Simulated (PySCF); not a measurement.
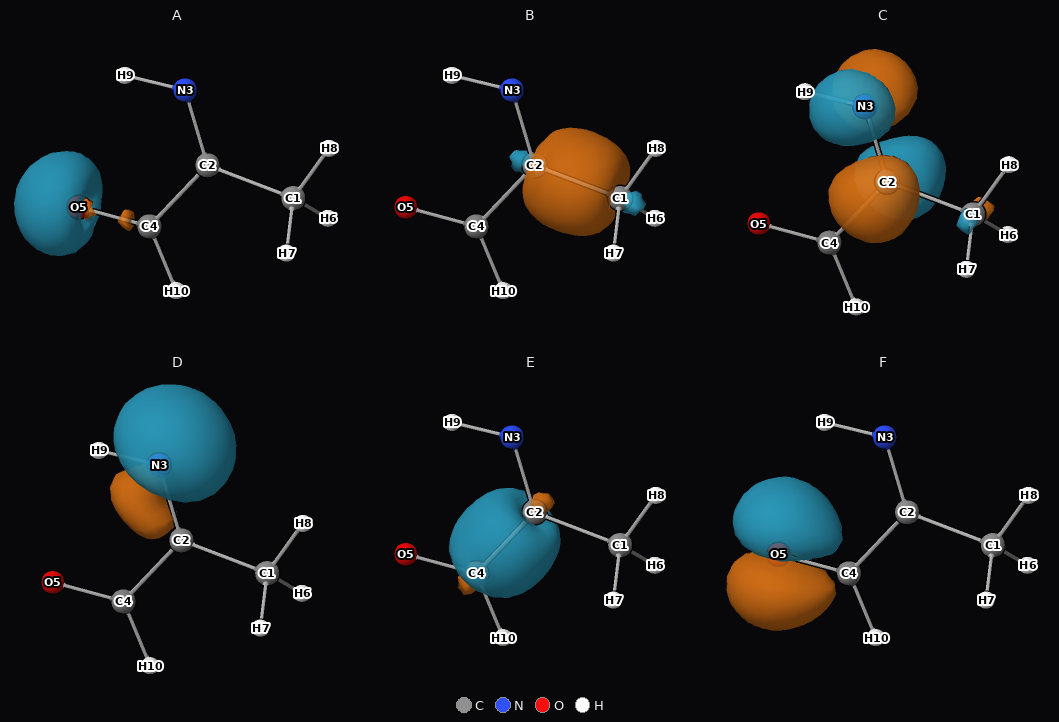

Figure. C$_{3}$H$_{5}$NO, SMILES `CC(=N)C=O`. Intrinsic bond orbitals (IBO), occupied and valence-virtual; each surface holds about 80 % of the orbital's density. Energies are diagonal elements of the Fock matrix.

Method: M06-2X/6-31G*; geometry: GFN2-xTB; program: PySCF. No frequency check shows the geometry to be a minimum.

Cartesian coordinates (Å):

```
C1       1.7054   -0.6029    0.0001
C2       0.4266    0.1616   -0.0001
N3       0.4185    1.4221    0.0000
C4      -0.8444   -0.6444    0.0000
O5      -1.9352   -0.1407   -0.0000
H6       1.7554   -1.2416   -0.8809
H7       1.7560   -1.2403    0.8814
H8       2.5449    0.0851   -0.0008
H9      -0.5200    1.8253   -0.0001
H10     -0.7094   -1.7431    0.0002
```

> Name the orbitals, with their atomic make-up and energies.

By panel:
- A: lone pair on O5 (sp0.8-type) (O5 100 %; −18.6 eV)
- B: σ bond C2–C1 (C2 50 %, C1 49 %; −17.7 eV)
- C: π* orbital C2–N3 (C2 53 %, N3 44 %; 2.7 eV)
- D: lone pair on N3 (sp1.9-type) (N3 97 %; −11.4 eV)
- E: σ bond C4–C2 (C4 50 %, C2 49 %; −18.5 eV)
- F: lone pair on O5 (p-type) (O5 93 %; −11.2 eV)
